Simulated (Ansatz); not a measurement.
Cd3HgO4

```
Cd Hg O
1.0
     4.77460    0.00000    0.00000
     0.00000    4.77460    0.00000
     0.00000    0.00000    9.76110
Cd Hg O
6 2 8
Direct
  0.50000 0.00000 0.25000
  0.00000 0.50000 0.75000
  0.00000 0.50000 0.25000
  0.50000 0.00000 0.75000
  0.00000 0.00000 0.50000
  0.50000 0.50000 0.00000
  0.00000 0.00000 0.00000
  0.50000 0.50000 0.50000
  0.50000 0.00000 0.00000
  0.00000 0.50000 0.50000
  0.00000 0.00000 0.73991
  0.50000 0.50000 0.23991
  0.00000 0.50000 0.00000
  0.50000 0.00000 0.50000
  0.00000 0.00000 0.26009
  0.50000 0.50000 0.76009
```

Space group I4/mmm; a structure generated by program, which may or may not match a known phase; computed pressure about −5 GPa in this cell.

Method: DFT r2SCAN, scalar-relativistic, plane waves, PAW in Ansatz.

Q: What will maps of the valence pseudo-density and electron localisation function show?

A: Hg–O (2.39 Å): ρ at the midpoint is about 0.41 e/Å³; the ELF is about 0.15 at the midpoint: no shared electron pair shows on this line.
Cd–O (2.39 Å): ρ at the midpoint is about 0.32 e/Å³; the ELF is about 0.10 at the midpoint: no localised pair shows between them.
Bader's partition of the density gives Cd +1.25, Hg +0.95 and O −1.21 to −1.15 e.

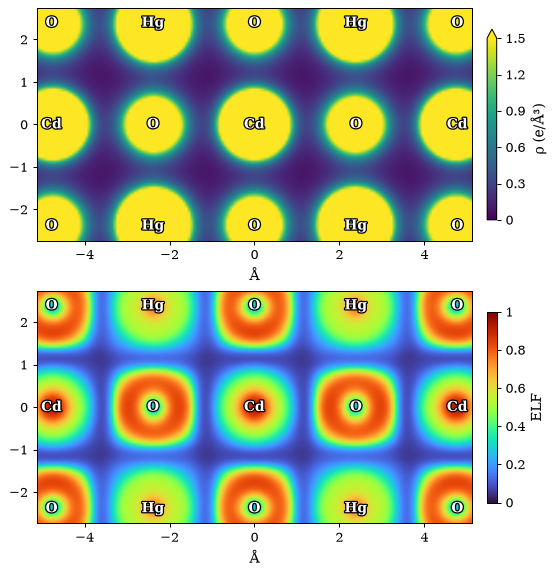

Computed valence pseudo-density and electron localisation function on the (001) plane of the conventional cell, in this order. 
